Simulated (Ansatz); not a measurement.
# CH4BFOSi (SMILES O=CB[SiH2]F) at B3LYP/def2-SVP

Aim: the vertical ionisation energy of CH4BFOSi at B3LYP/def2-SVP, from 2 runs. 

The calculation is run with Ansatz 0.2.0.

152 further runs of the same task are left out: 152 set aside as unsound or not needed.

## Step 1: Starting point

CH4BFOSi: 9 atoms, total charge 0, spin state singlet. SMILES: `O=CB[SiH2]F`. The coordinates come from a PBE0-D4/def2-TZVP relaxation. This is one conformer, not always the lowest.

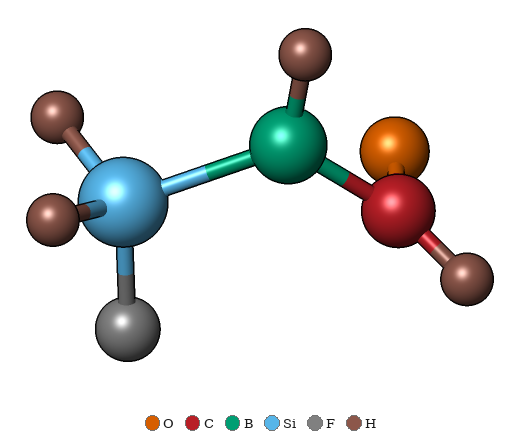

Viewed from a chosen angle; oxygen orange, carbon red, boron teal, silicon blue, fluorine grey, hydrogen brown.

## Step 2: A single-point energy at B3LYP/def2-SVP

Contents of job.yaml:

```yaml
basis:
  gaussian: {orbitals: def2-SVP}
crystal:
  periodic: [false, false, false]
  atoms:
    - {symbol: O, position_ang: [-0.789500, 0.780400, 1.703800]}
    - {symbol: C, position_ang: [-0.128300, 1.442100, 0.910400]}
    - {symbol: B, position_ang: [0.628100, 0.188700, 0.495800]}
    - {symbol: Si, position_ang: [-0.077200, -1.007600, -0.945000]}
    - {symbol: F, position_ang: [-1.360800, -0.349200, -1.659700]}
    - {symbol: H, position_ang: [-0.262400, 2.525000, 0.778500]}
    - {symbol: H, position_ang: [1.608700, -0.084900, 1.121700]}
    - {symbol: H, position_ang: [0.964000, -1.202600, -1.991900]}
    - {symbol: H, position_ang: [-0.494200, -2.338100, -0.430900]}
hamiltonian: {xc: {name: B3LYP}}
accuracy: high
output: {orbitals: {seedname: orbitals}}
```

Command:

```
ansatz run job.yaml --threads 1 --pin off --max-ram 3480MiB --events-out events.jsonl --progress --plain --runs-dir runs
```

What it wrote:

```text
Warning: RAYON_NUM_THREADS=1 ignored (pool sized by the plan → 1); use --threads N
Functional definition: B3LYP
  name "B3LYP"
  parameter a0 = 0.2
  parameter ax = 0.72
  parameter ac = 0.81
  exchange = (1 - a0 - ax)*slater_x + ax*b88_x + a0*exact_x
  correlation = (1 - ac)*vwn_rpa_c + ac*lyp_c
2118 factors; integrals over basis functions are off by at most 3.7e-9 eV
mean field evaluation 1: about -14409.2208 eV, gradient 4.3e1 eV
mean field evaluation 2: about -14400.8346 eV, gradient 8.1e1 eV
mean field evaluation 4: about -14412.7380 eV, gradient 4.5e0 eV
mean field evaluation 8: about -14412.9453 eV, gradient 7.3e-1 eV
mean field evaluation 16: about -14412.9467 eV, gradient 8.9e-5 eV
mean field -14412.94669302 eV, -529.6660215222 hartree, gradient 3.2e-8 eV, S^2 0.000000; 0 other end points of the search recorded, 0 dependent functions left out
reference -14412.94673440 eV, -529.6660230430 hartree; 23, 23 occupied and 71, 71 virtual orbitals, 2118 factors
Total energy: -14412.94673440 eV, -529.6660230430 hartree
```

Wall time 8.4 s (1 thread of Arm Neoverse V2, shared host); peak memory 0.32 GiB.

## Step 3: The doublet cation at the same level

Contents of input.yaml:

```yaml
crystal:
  periodic: [false, false, false]
  atoms:
    - {symbol: O, position_ang: [-0.789500, 0.780400, 1.703800]}
    - {symbol: C, position_ang: [-0.128300, 1.442100, 0.910400]}
    - {symbol: B, position_ang: [0.628100, 0.188700, 0.495800]}
    - {symbol: Si, position_ang: [-0.077200, -1.007600, -0.945000]}
    - {symbol: F, position_ang: [-1.360800, -0.349200, -1.659700]}
    - {symbol: H, position_ang: [-0.262400, 2.525000, 0.778500]}
    - {symbol: H, position_ang: [1.608700, -0.084900, 1.121700]}
    - {symbol: H, position_ang: [0.964000, -1.202600, -1.991900]}
    - {symbol: H, position_ang: [-0.494200, -2.338100, -0.430900]}
basis:
  gaussian: {orbitals: def2-SVP}
total_charge: 1
magnetization: {spin_polarized: true, initial_magnetization: 1}
hamiltonian: {xc: {name: B3LYP}}
accuracy: high
output: {orbitals: {seedname: orbitals}}
```

Command:

```
ansatz run input.yaml --threads 1 --pin off --max-ram 3480MiB --events-out events.jsonl --progress --plain --runs-dir runs
```

What it wrote, shortened:

```text
Warning: RAYON_NUM_THREADS=1 ignored (pool sized by the plan → 1); use --threads N
[... 7 set-up lines as earlier in the session ...]
2117 factors; integrals over basis functions are off by at most 3.7e-9 eV
mean field evaluation 1: about -14387.1141 eV, gradient 5.8e1 eV
mean field evaluation 2: about -14287.6654 eV, gradient 1.5e2 eV
mean field evaluation 4: about -14398.0756 eV, gradient 3.3e1 eV
mean field evaluation 8: about -14402.4817 eV, gradient 4.5e-1 eV
mean field evaluation 16: about -14402.6734 eV, gradient 7.3e-2 eV
mean field evaluation 32: about -14402.6734 eV, gradient 5.7e-6 eV
mean field -14402.67344531 eV, -529.2884866323 hartree, gradient 8.7e-8 eV, S^2 0.767381; 3 other end points of the search recorded, 0 dependent functions left out
reference -14402.67348676 eV, -529.2884881556 hartree; 23, 22 occupied and 71, 72 virtual orbitals, 2117 factors
Total energy: -14402.67348676 eV, -529.2884881556 hartree
```

Wall time 24 s (1 thread of Arm Neoverse V2, shared host); peak memory 0.46 GiB.

## Step 4: Summary of results

Level: B3LYP/def2-SVP.

```
                                          quantity          value
                    singlet CH4BFOSi: total energy  -529.66602 Eh
                     singlet CH4BFOSi: HOMO energy       -7.88 eV
                     singlet CH4BFOSi: LUMO energy       -2.01 eV
                   singlet CH4BFOSi: HOMO–LUMO gap        5.87 eV
                      doublet cation: total energy  -529.28849 Eh
doublet cation: HOMO energy (highest over α and β)      -14.32 eV
 doublet cation: LUMO energy (lowest over α and β)      -12.65 eV
                              doublet cation: ⟨S²⟩          0.767
vertical ionisation energy (to the doublet cation)      10.273 eV
```

What this shows: Removing an electron at fixed nuclei costs 10.27 eV (237 kcal/mol). −ε(HOMO) before ionisation, 7.88 eV, is 2.39 eV below this ionisation energy.
